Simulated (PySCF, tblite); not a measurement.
# C₆H₉ClO₂Si: geometry, infrared bands and NMR shifts

Aim: predict the infrared bands and NMR shifts of C₆H₉ClO₂Si (`CC(=O)[C@@H](C[SiH3])C(Cl)=C=O`).

The runs use tblite 0.8.0 and PySCF 2.14.0, with density-fitted response routines of our own; the level of theory stands in each step. All values are computed, except where a source is named. Atoms count from 0, in the outputs and in this text.

### Step 1. The starting structure

19 atoms, charge 0, multiplicity 1; geometry from: force field or distance geometry start.

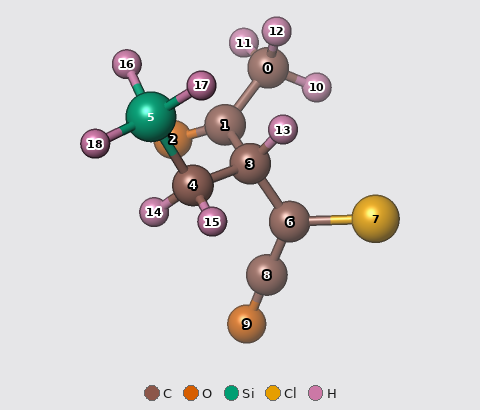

As it starts; carbon brown, oxygen orange, silicon teal, chlorine amber, hydrogen pink, atoms numbered.

### Step 2. Relaxing the molecule with GFN2-xTB

What the job is given:

```
{"job": {"kind": "relax", "xc": "GFN2-xTB", "basis": "xTB"}, "charge": 0, "multiplicity": 1}
C     -1.455700    -1.946200    -0.143700
C     -0.622000    -0.813800    -0.692200
O     -0.240400    -0.811300    -1.853500
C     -0.282700     0.329700     0.272000
C      1.132800     0.886800     0.051100
Si     2.539300    -0.234600     0.562200
C     -1.347900     1.365400     0.090100
Cl    -2.482400     1.560300     1.379300
C     -1.497500     2.167200    -0.911500
O     -1.639900     2.910400    -1.811100
H     -2.453400    -1.566300     0.133200
H     -1.587100    -2.716500    -0.908500
H     -0.977200    -2.388300     0.734800
H     -0.322400    -0.084600     1.297400
H      1.274000     1.144600    -1.013400
H      1.244600     1.827800     0.613900
H      2.418100    -1.550100    -0.095500
H      2.437600    -0.465000     2.027900
H      3.852400     0.393700     0.260100
```

On the command line:

```console
> OMP_NUM_THREADS=1 python probes_run.py task.json out
```

This one command runs all jobs of the session in turn.

**Question.** This job is followed by: GFN2-xTB harmonic vibrations, gas phase; GIAO PBE0/pcSseg-1 NMR shielding, non-relativistic, gas phase. What will the session give for the following? strongest single infrared mode (GFN2-xTB); zero-point energy (GFN2-xTB); ¹³C shifts against TMS (PBE0/pcSseg-1); ¹H shifts against TMS (PBE0/pcSseg-1, means over atoms taken as alike); ¹⁷O shifts against H2O (PBE0/pcSseg-1); ²⁹Si shifts against TMS (PBE0/pcSseg-1); ³⁵Cl shifts against HCl (PBE0/pcSseg-1).

The runs gave:

| quantity | value |
| --- | --- |
| strongest single infrared mode (GFN2-xTB) | 2265 cm⁻¹, 887 km/mol |
| zero-point energy (GFN2-xTB) | 81.2 kcal/mol |
| ¹³C shifts against TMS (PBE0/pcSseg-1) | 217.1, 211.8, 70.1, 49.8, 35.8, 9.9 ppm |
| ¹H shifts against TMS (PBE0/pcSseg-1, means over atoms taken as alike) | 3.76, 2.54, 2.44, 1.24, 0.75 ppm |
| ¹⁷O shifts against H2O (PBE0/pcSseg-1) | 632.1, 460.2 ppm |
| ²⁹Si shifts against TMS (PBE0/pcSseg-1) | -70.0 ppm |
| ³⁵Cl shifts against HCl (PBE0/pcSseg-1) | 94 ppm |

**Reading.** Relaxing lowered the energy by 0.156 eV in 128 steps; the close pair that moved most is C4–Si5, from 1.870 to 1.906 Å. All 51 modes are real, so the xTB geometry is a minimum. The strongest single mode, at 2265 cm⁻¹, moves mainly C8. GFN2-xTB is a fitted tight-binding method: band positions and strengths are rough. Its intensities can rank the bands wrongly. At PBE0/pcSseg-1: The largest span, 1198 ppm, is at O2, where the paramagnetic term is -699 ppm.
